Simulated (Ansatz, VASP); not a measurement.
# Ga2O3 (partly crystallised Ga2O3): VASP beside Ansatz

Aim: how closely do two programs agree when they are given the same cell, functional and k mesh? The cell is taken from a series of runs on this material, whose earlier steps may have relaxed or scaled it; both programs get it as it stands.

Method: plane waves, with VASP 6.6.1 beside it; single point at PBE, in Ansatz 0.2.0.

### Step 1. Starting point

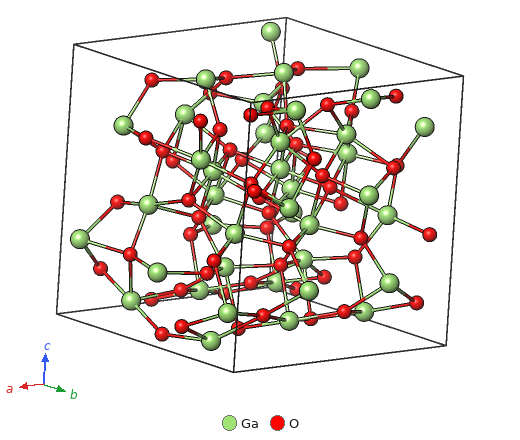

The starting structure, seen from a free direction (gallium green, oxygen red). Some periodic images of atoms are drawn too.

The cell holds 95 atoms: 38 Ga and 57 O. Cell: a = 9.848 Å, b = 9.848 Å, c = 9.848 Å, α = 90.0°, β = 90.0°, γ = 90.0°. As first built, before any earlier steps moved the atoms: 95 atoms (38 Fe, 57 O) placed at random at 5.32 g/cm^3, melted at 5000 K for 10 ps at fixed volume with the Morse and Coulomb pair potential with partial charges (Pedone, Malavasi, Menziani, Cormack and Segre, J. Phys. Chem. B 110, 11780 (2006)). Quenched from 5000 K to 300 K at 50 K/ps and fixed volume, held 5 ps, then minimised at fixed cell. Then Fe was replaced by Ga and the cell scaled by 1.003 (the potential has no terms for the new elements, so the cell is a start for a DFT relaxation).

### Step 2. VASP: single point, PBE

A single point gives forces, pressure and levels at one fixed geometry, so differences don't come from the geometry; what else differs is listed under the comparison.

Lines of VASP's logs that name or quote its potential files are left out, and so is its time.

Contents of INCAR:

```
SYSTEM = Ga2O3
PREC = Accurate
ENCUT = 520
EDIFF = 1E-05
NELM = 100
ISMEAR = 0
SIGMA = 0.01
LREAL = Auto
ALGO = Fast
GGA = PE
NBANDS = 484
LORBIT = 11
LWAVE = .FALSE.
LCHARG = .FALSE.
ISIF = 2
```

Contents of POSCAR:

```
Ga2O3
1.0
    9.8478600000      0.0000000000      0.0000000000
    0.0000000000      9.8478600000      0.0000000000
    0.0000000000      0.0000000000      9.8478600000
Ga O
38 57
Direct
    0.9752700000      0.5148600000      0.2627800000
    0.5999000000      0.7100400000      0.7522100000
    0.1012400000      0.0369800000      0.9651700000
    0.2889300000      0.2403300000      0.7643500000
    0.5017400000      0.2013400000      0.0824500000
    0.6977600000      0.3897400000      0.9245400000
    0.9974000000      0.1003100000      0.2986600000
    0.8599800000      0.2448900000      0.0884300000
    0.2995200000      0.5290900000      0.2472600000
    0.1207500000      0.5269800000      0.6215200000
    0.6588400000      0.9895300000      0.2663400000
    0.3911500000      0.9766700000      0.5907800000
    0.6050000000      0.4537400000      0.2324800000
    0.9205200000      0.8540200000      0.1806800000
    0.7435100000      0.9503800000      0.5729900000
    0.2098700000      0.2832000000      0.1002700000
    0.1816100000      0.3010700000      0.4483900000
    0.4024500000      0.9655500000      0.9470900000
    0.4060800000      0.4790100000      0.9387700000
    0.1037300000      0.0450200000      0.5904800000
    0.1949800000      0.7618600000      0.0931000000
    0.0667900000      0.4998800000      0.9270100000
    0.4603500000      0.7385800000      0.4360600000
    0.1235800000      0.7740700000      0.4471600000
    0.4752100000      0.2208200000      0.4367100000
    0.8678800000      0.5893700000      0.6867700000
    0.8099700000      0.6427200000      0.0204900000
    0.9309100000      0.2230900000      0.7400700000
    0.6618400000      0.4209200000      0.5875000000
    0.3149400000      0.7402600000      0.7583200000
[... 59 atom lines left out ...]
    0.2394700000      0.3783900000      0.6351800000
    0.7110000000      0.7579100000      0.8989700000
    0.4852400000      0.6222000000      0.2653800000
    0.9203000000      0.2936000000      0.2762000000
    0.3078600000      0.1175600000      0.0347100000
    0.9337800000      0.9733900000      0.6594400000
```

Contents of KPOINTS:

```
Automatic mesh
0
Gamma
1 1 1
0 0 0
```

PAW data sets: Ga_d and O (PBE family, release 64).

On the command line:

```console
> export OMP_NUM_THREADS=5
> mpirun -np 1 vasp_gam
```

Numbers of over 12 decimals in the logs are rounded to 6 here.

Output:

```text
[banner, memory and clock lines left out]
running    1 mpi-ranks, on    1 nodes
[...]
Offloading initialized ...    1 GPUs detected
[...]
LDA part: xc-table for (Slater+PW92), standard interpolation
 POSCAR, INCAR and KPOINTS ok, starting setup
[...]
entering main loop
       N       E                     dE             d eps       ncg     rms          rms(c)
DAV:   1     0.247986398825E+05    0.24799E+05   -0.28551E+05   976   0.374E+03
DAV:   2     0.579797800008E+04   -0.19001E+05   -0.18107E+05   968   0.108E+03
DAV:   3     0.277435124911E+03   -0.55205E+04   -0.52050E+04  1192   0.397E+02
DAV:   4    -0.531667034979E+03   -0.80910E+03   -0.78193E+03  1080   0.157E+02
[...]
RMM:  17    -0.541886556502E+03   -0.30046E-04   -0.33552E-04  1139   0.205E-02    0.392E-03
RMM:  18    -0.541886573753E+03   -0.17251E-04   -0.16233E-04  1075   0.118E-02    0.339E-03
RMM:  19    -0.541886578491E+03   -0.47383E-05   -0.52910E-05   977   0.892E-03
   1 F= -.54188658E+03 E0= -.54188658E+03  d E =-.908936E-12
```

OUTCAR, selected parts (step 2):

```text
  Total      -15.4814633    -15.7124993     -7.7681595      4.6128212     26.9243795      4.1536241
  in kB      -25.9714976    -26.3590805    -13.0317613      7.7384077     45.1679821      6.9680648
  external PRESSURE =     -21.7874465 kB  Pullay stress =       0.0000000 kB

 POSITION                                       TOTAL-FORCE (eV/Angst)
 -----------------------------------------------------------------------------------
      9.60432      5.07027      2.58782         0.205666     -0.223221      0.432602
      5.90773      6.99237      7.40766        -0.116016     -0.483311     -0.176461
      0.99700      0.36417      9.50486        -0.383375     -0.306426      0.144999
      2.84534      2.36674      7.52721        -0.808485     -0.390915     -0.076229
      4.94107      1.98277      0.81196         0.261791      0.273767     -0.218870
      6.87144      3.83810      9.10474        -0.124034     -0.322632     -0.403170
      9.82226      0.98784      2.94116        -0.074489     -0.122720      0.270027
      8.46896      2.41164      0.87085         0.006680     -0.203904     -0.124986
[...]
3.92792      4.78517      5.74307        -0.008348      0.039161     -0.245931
      7.32809      9.38915      9.21149        -0.169141     -0.236117     -0.330010
      0.16072      8.10292      7.62520        -0.127609      0.324520     -0.004235
      5.11015      7.17161      0.83352        -0.538669     -0.250624      0.198659
      2.86179      0.03368      2.57187         0.371675     -0.038559     -0.193626
[...]
-----------------------------------------------------------------------------------
    total drift:                               -0.008693     -0.027276      0.003784

  FREE ENERGIE OF THE ION-ELECTRON SYSTEM (eV)
  ---------------------------------------------------
  free  energy   TOTEN  =      -541.8865784910 eV

  energy  without entropy=     -541.8865784910  energy(sigma->0) =     -541.88657849

[... 3 further parts left out ...]
[key lines of the parts left out:]
E-fermi :   5.1275
```

The run ends at a pressure of -2.18 GPa, with forces up to 1.4 eV/Å.

### Step 3. Ansatz: single point, PBE

Ansatz runs on its default PAW (the set named soft_2) files.

The same cell, functional and mesh now go to Ansatz, which takes its cutoff from its data sets.

Contents of input.yaml:

```yaml
crystal:
  lattice:
    - [9.84786, 0.0, 0.0]
    - [0.0, 9.84786, 0.0]
    - [0.0, 0.0, 9.84786]
  atoms:
    - { symbol: Ga, position: [0.97527, 0.51486, 0.26278] }
    - { symbol: Ga, position: [0.5999, 0.71004, 0.75221] }
    - { symbol: Ga, position: [0.10124, 0.03698, 0.96517] }
    - { symbol: Ga, position: [0.28893, 0.24033, 0.76435] }
    - { symbol: Ga, position: [0.50174, 0.20134, 0.08245] }
    - { symbol: Ga, position: [0.69776, 0.38974, 0.92454] }
    - { symbol: Ga, position: [0.9974, 0.10031, 0.29866] }
    - { symbol: Ga, position: [0.85998, 0.24489, 0.08843] }
    - { symbol: Ga, position: [0.29952, 0.52909, 0.24726] }
    - { symbol: Ga, position: [0.12075, 0.52698, 0.62152] }
    - { symbol: Ga, position: [0.65884, 0.98953, 0.26634] }
    - { symbol: Ga, position: [0.39115, 0.97667, 0.59078] }
    - { symbol: Ga, position: [0.605, 0.45374, 0.23248] }
    - { symbol: Ga, position: [0.92052, 0.85402, 0.18068] }
    - { symbol: Ga, position: [0.74351, 0.95038, 0.57299] }
    - { symbol: Ga, position: [0.20987, 0.2832, 0.10027] }
    - { symbol: Ga, position: [0.18161, 0.30107, 0.44839] }
    - { symbol: Ga, position: [0.40245, 0.96555, 0.94709] }
    - { symbol: Ga, position: [0.40608, 0.47901, 0.93877] }
    - { symbol: Ga, position: [0.10373, 0.04502, 0.59048] }
    - { symbol: Ga, position: [0.19498, 0.76186, 0.0931] }
    - { symbol: Ga, position: [0.06679, 0.49988, 0.92701] }
    - { symbol: Ga, position: [0.46035, 0.73858, 0.43606] }
    - { symbol: Ga, position: [0.12358, 0.77407, 0.44716] }
    - { symbol: Ga, position: [0.47521, 0.22082, 0.43671] }
    - { symbol: Ga, position: [0.86788, 0.58937, 0.68677] }
    - { symbol: Ga, position: [0.80997, 0.64272, 0.02049] }
    - { symbol: Ga, position: [0.93091, 0.22309, 0.74007] }
    - { symbol: Ga, position: [0.66184, 0.42092, 0.5875] }
    - { symbol: Ga, position: [0.31494, 0.74026, 0.75832] }
[... 59 atom lines left out ...]
    - { symbol: O, position: [0.23947, 0.37839, 0.63518] }
    - { symbol: O, position: [0.711, 0.75791, 0.89897] }
    - { symbol: O, position: [0.48524, 0.6222, 0.26538] }
    - { symbol: O, position: [0.9203, 0.2936, 0.2762] }
    - { symbol: O, position: [0.30786, 0.11756, 0.03471] }
    - { symbol: O, position: [0.93378, 0.97339, 0.65944] }
kpoints:
  mp_grid: { grid: [1, 1, 1] }
hamiltonian:
  xc: pbe
scf:
  occupations: { method: fixed }
output:
  forces: true
  stress: true
  populations: true
  dos:
    method: { smearing: { sigma: 0.08 } }
    de: 0.1
    projected: { site_lists: { Ga: [Ga], O: [O] } }
  eigenvalues: true
  write_density: true
  write_potential: true
  volumetric_format: npy
```

On the command line:

```console
> ansatz run input.yaml --threads 4 --pin off --max-ram 8192MiB --backend cpu --events-out ev --progress --plain --runs-dir out
```

Output:

```text
Engine: ansatz 0.2.0, x86_64-unknown-linux-gnu
Pseudopotentials: kind: paw
Pseudopotential: Ga, paw, valence charge 13, recommended cutoff 420 eV (normal), Ga.paw.azcp
Pseudopotential: O, paw, valence charge 6, recommended cutoff 420 eV (normal), O.paw.azcp
Functional definition: PBE
  parameter kappa = 0.804
  parameter beta = 0.066725
  exchange = pbe_x(kappa = kappa, mu = beta*pi^2/3)
  correlation = pbe_c(beta = beta)
Crystal: 95 atoms, lattice volume = 955.049 Å³
Basis set: ecut = 420 eV, 18805 PW (Γ), exchange–correlation on 144×144×144 points (8 copies of the dense FFT grid, shifted against one another)
Bands: 513, of which v1, the nominal top of the filled ones, is band 418 counted from 1 (417 counted from 0)
Symmetry: 1 space group operations
Space group: P1 (ITA 1), of the structure as read, at distance tolerance 9.8e-5 Å
k-points: 1
Non-local potential: Ga, projectors of the file, l = 0: 2, l = 1: 2, l = 2: 3, l = 3: 1
Non-local potential: O, projectors of the file, l = 0: 2, l = 1: 2, l = 2: 1
PAW form: soft (Blöchl's): semilocal exchange-correlation on the pseudo side does not see the compensation charge
PAW one-centre angular grid: Ga, 590 points (default); XC on 64 Gauss nodes
PAW one-centre angular grid: O, 110 points (default); XC on 64 Gauss nodes
Initial density: superposition of atomic densities (neutral atoms: chi_scale 0, normalization atom), corrected by the library's trained network
Initial wavefunctions: pseudopotential atomic-orbital guess
Functional: x = pbe(κ = 0.804, μ = 0.219515), c = pbe(β = 0.066725)
SCF iter   1: F=—  HF=-176105.938305 eV  |F-HF|=—  |Δ(HF+E_count)|=         —  Δρ=3.39e-3  dr2=1.67e-1  ethr=1.77e-3  ⟨swp⟩=4.0  Hψ=1457  notcnv=0  defer=90
preconditioner: auto → Resta (q_TF=auto, 2.668 Å⁻¹)  ε∞=5.1  [insulator: Δε(μ)=0.771 eV  Ē_g=17.250 eV  n_scr=304 (ndim 8)  ℏωp=34.7 eV  f_vac=0.005  ε∞_Penn≈5.1]
SCF iter   2: F=—  HF=-176105.909620 eV  |F-HF|=—  |Δ(HF+E_count)|=   2.87e-2  Δρ=1.83e-3  dr2=3.04e-2  ethr=2.00e-5  ⟨swp⟩=2.0  Hψ=1010  notcnv=0  defer=93
SCF iter   3: F=—  HF=-176105.906859 eV  |F-HF|=—  |Δ(HF+E_count)|=   2.76e-3  Δρ=7.64e-4  dr2=9.76e-3  ethr=3.64e-6  ⟨swp⟩=2.0  Hψ=595  notcnv=0  defer=93
SCF iter   4: F=—  HF=-176105.905485 eV  |F-HF|=—  |Δ(HF+E_count)|=   1.37e-3  Δρ=2.68e-4  dr2=5.84e-4  ethr=1.17e-6  ⟨swp⟩=2.0  Hψ=595  notcnv=0  defer=93
SCF iter   5: F=—  HF=-176105.905451 eV  |F-HF|=—  |Δ(HF+E_count)|=   3.35e-5  Δρ=1.41e-4  dr2=1.53e-4  ethr=6.98e-8  ⟨swp⟩=2.0  Hψ=833  notcnv=0  defer=91
SCF iter   6: F=—  HF=-176105.905450 eV  |F-HF|=—  |Δ(HF+E_count)|=   9.94e-7  Δρ=5.42e-5  dr2=2.51e-5  ethr=1.83e-8  ⟨swp⟩=2.0  Hψ=824  notcnv=0  defer=91
SCF iter   7: F=—  HF=-176105.906533 eV  |F-HF|=—  |Δ(HF+E_count)|=   1.08e-3  Δρ=1.59e-5  dr2=2.12e-6  ethr=3.01e-9  ⟨swp⟩=2.0  Hψ=880  notcnv=0  defer=91
SCF iter   8: F=—  HF=-176105.906534 eV  |F-HF|=—  |Δ(HF+E_count)|=   1.12e-6  Δρ=7.60e-6  dr2=4.79e-7  ethr=2.54e-10  ⟨swp⟩=2.0  Hψ=838  notcnv=0  defer=91
SCF iter   9: F=-176105.906534 eV  HF=-176105.906534 eV  |F-HF|=1.56e-8  |Δ(HF+E_count)|=   6.01e-8  Δρ=2.89e-6  dr2=7.48e-8  ethr=1.20e-11  ⟨swp⟩=14.0  Hψ=4158  notcnv=0
SCF 1 converged in 9 iterations: F = -176105.906534 eV  dr2 = 7.48e-8
  greatest PAW one-centre occupation: 0.998 electrons in one spin orbital (limit 2), on the Ga atom at site 28 (counted from 0), in its partial waves of l = 2
SCF converged after 9 iterations
Free energy (F): -176105.906534 eV
Harris-Foulkes:  -176105.906534 eV  (|F-HF|=1.56e-8)
Internal energy: -176105.906534 eV  (E = F + TS)
E sigma→0 (E₀):  -176105.906534 eV
Fermi energy:    9.556693 eV
--- Per-component energies (eV) ---
  E_band       = -335.479442
  E_kinetic    = 14373.270446
  E_local      = -81151.465186  (includes V_loc(G=0)·N_el)
  E_nonlocal   = 19204.702949
  E_hartree    = 36519.917705
  E_xc         = -6742.225809
  E_vxc        = -7474.982544  (∫ρ·V_xc dr)
  E_paw        = -84974.997980  (= ΣΔE_a)
  E_vpaw       = -18326.980511  (= ΣTr[D̂ρ^β])
  E_aug_tail   = 0.134268  (compensation charges beyond the density's cutoff)
  E_ewald      = -73335.242928
  E_smearing   = -0.000000  (= −TS)
  E_closure    = 0.000000  (closes the sum)
  Σ components = -176105.906534   (vs F -176105.906534, Δ=0.00e0)
--- Forces (eV/Å), atoms counted from 1 ---
  atom   1  Ga     0.22989764    -0.26428083     0.44256083
  atom   2  Ga    -0.11974435    -0.45268142    -0.17309230
  atom   3  Ga    -0.39339283    -0.33064072     0.15813993
  atom   4  Ga    -0.84483359    -0.39865584    -0.06287988
  atom   5  Ga     0.26620572     0.29067455    -0.22210213
  atom   6  Ga    -0.13713170    -0.33785529    -0.39461271
  atom   7  Ga    -0.06455116    -0.11357260     0.26879183
  atom   8  Ga     0.00607947    -0.20720801    -0.12769030
  atom   9  Ga     0.29013223     0.19600347    -0.19988350
  atom  10  Ga     0.26548477     0.05746333     0.34419570
[...]
atom  69  O      0.00262924    -0.13977561     0.46548407
  atom  70  O     -0.35669169     0.32447434    -0.29278406
  atom  71  O      0.00815591    -0.24078289     0.43814079
  atom  72  O     -0.31732050    -0.01833255    -0.24646186
  atom  73  O      0.35899971    -0.07004857     0.15342338
  atom  74  O      0.04372940    -0.43561283    -0.22024187
  atom  75  O      0.03877164     0.12902975     0.11059360
  atom  76  O      0.05655625    -0.26420073    -0.20401742
  atom  77  O     -0.48569276     0.54038095    -0.07195803
  atom  78  O      0.08729057    -0.28660553    -0.02907856
  atom  79  O     -0.08224890    -0.12641999     0.68950240
  atom  80  O     -0.35216059     0.35433214    -0.28120834
  atom  81  O     -0.35941313    -0.03518864    -0.52270610
  atom  82  O     -0.73956495    -0.31716907     0.28208189
[...]
atom  88  O      0.44156188    -0.48086800     0.08003371
  atom  89  O      0.05302677     0.42137929    -0.11399483
  atom  90  O      0.23109930    -0.33256978    -0.08020829
  atom  91  O     -0.09939708     0.47740885     0.13782587
  atom  92  O      0.01926156    -0.17704770    -0.21978012
  atom  93  O     -0.05204696    -0.21807240    -0.17489863
  atom  94  O      0.15016133     0.00849379     0.39288284
  atom  95  O     -0.05563217    -0.39390955     0.15711027
  max |Σ_I F_I| component: 4.54e-6 eV/Å
--- Stress (GPa, compression-positive) ---
       -3.455993       0.873944       0.708197
        0.873943      -3.529588       4.563698
        0.708197       4.563698      -2.056114
  P = ⅓ Tr σ = -3.0139 GPa (-30.139 kbar)
--- Band table (eV) ---
  k-point 0: bands = [... 414 lower, 9.1412, 9.1491, 9.2836, 9.5567, 10.2095, 12.4711, 12.7843, 12.8325, ... 91 higher]
--- Löwdin populations: 95 sites ---
  site symbol       q [e]
     0     Ga     11.9817
     1     Ga     11.9736
     2     Ga     12.0057
     3     Ga     11.9582
     4     Ga     12.0139
     5     Ga     12.0128
     6     Ga     12.0044
     7     Ga     11.9999
     8     Ga     11.9993
     9     Ga     12.0014
    10     Ga     11.9905
    11     Ga     12.0046
    12     Ga     11.9883
    13     Ga     12.0257
    14     Ga     11.9830
    15     Ga     12.0062
    16     Ga     12.0107
    17     Ga     12.0047
    18     Ga     12.0027
    19     Ga     12.0184
    20     Ga     12.0115
    21     Ga     11.9950
    22     Ga     11.9882
    23     Ga     11.9662
[...]
87      O      6.6258
    88      O      6.6257
    89      O      6.6146
    90      O      6.6262
    91      O      6.5912
    92      O      6.6202
    93      O      6.6597
    94      O      6.6333
  spilling = 0.002969 (of n_electrons = 836.000000)
```

### Step 4. Side by side

Known differences besides the PAW data sets themselves: fixed occupations in Ansatz, narrow Gaussian smearing in VASP; the cutoff is 420 eV in Ansatz and 520 eV in VASP (PREC = Accurate, projectors in real space); VASP leaves aspherical gradient terms in its spheres out (LASPH is not set), Ansatz keeps them. Total energies have different zeros and are not compared.

Both answers:

| quantity | Ansatz | VASP | difference |
| --- | --- | --- | --- |
| pressure (GPa) | -3.01 | -2.18 | -0.84 |
| gap on the k mesh (eV) | 0.653 | 0.615 | +0.038 |

Forces on 10 of the 95 atoms, picked by the larger force of the two programs (eV/Å; atoms numbered as in POSCAR):

| atom | Ansatz x, y, z | VASP x, y, z |
| --- | --- | --- |
| Ga4 | -0.845, -0.399, -0.063 | -0.808, -0.391, -0.076 |
| Ga11 | 0.762, -0.092, 0.268 | 0.745, -0.066, 0.232 |
| Ga22 | -0.332, -0.012, -1.468 | -0.314, -0.028, -1.405 |
| Ga25 | 0.629, 0.319, 0.354 | 0.603, 0.319, 0.343 |
| Ga26 | -0.424, -0.889, -0.119 | -0.408, -0.888, -0.116 |
| Ga28 | -0.185, 0.953, 0.184 | -0.166, 0.914, 0.168 |
| O45 | 0.227, 0.895, 0.466 | 0.246, 0.893, 0.453 |
| O82 | -0.740, -0.317, 0.282 | -0.720, -0.318, 0.261 |
| O83 | 0.532, 0.385, 0.453 | 0.524, 0.381, 0.444 |
| O84 | 0.230, 0.019, 0.730 | 0.233, 0.018, 0.720 |

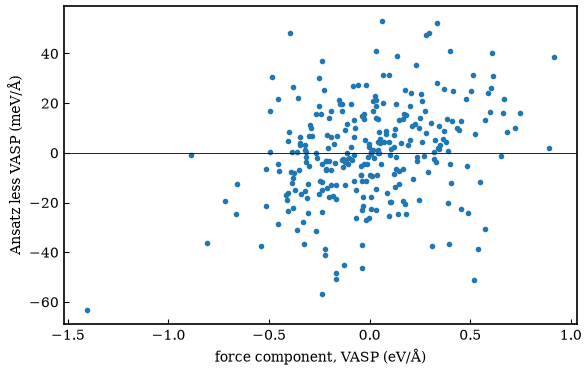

Difference of the force components against their size.

The forces differ by 20 meV/Å r.m.s., which is 6.2 % of the r.m.s. force of 0.32 eV/Å (both taken over all components).

### Step 5. Looking for the cause

The difference is large enough to ask for its cause, so further runs change the set-up of one program at a time, as the table lists.

| run | r.m.s. force difference (% of the r.m.s. force) |
| --- | --- |
| as above | 6.2 |
| VASP with the data sets Ga_d_GW and O_GW and a cutoff of 670 eV | 4.6 |
| VASP with the data sets Ga_h and O_h and a cutoff of 1230 eV | 3.2 |

### Step 6. Results

| Quantity | Value |
| --- | --- |
| r.m.s. force difference (single point, PBE) | 6.2 % of the r.m.s. force |
| difference in pressure (single point, PBE) | -0.84 GPa |

The r.m.s. force difference is 6.2 % of the r.m.s. force (single point, PBE), beyond the 3 % picked in this series as the mark of a large difference. For single point, PBE: VASP with the data sets Ga_h and O_h and a cutoff of 1230 eV cuts the r.m.s. force difference from 6.2 to 3.2 % of the r.m.s. force; whether that points to the cause isn't shown. How closely two codes agree says nothing of how well the functional describes the real material.

[Lines on the potential files, build, host, timing and source positions are cut from VASP's logs without a mark.]

[Logs are printed without paths, hosts, clocks, repeated set-up lines and the standing remarks that a program may print on its own settings, such as how far it seeks lower states.]

[Hosts, paths, dates, database ids (printed as entryN), source tags and the programs' standing remarks are cut or masked in the printed files.]
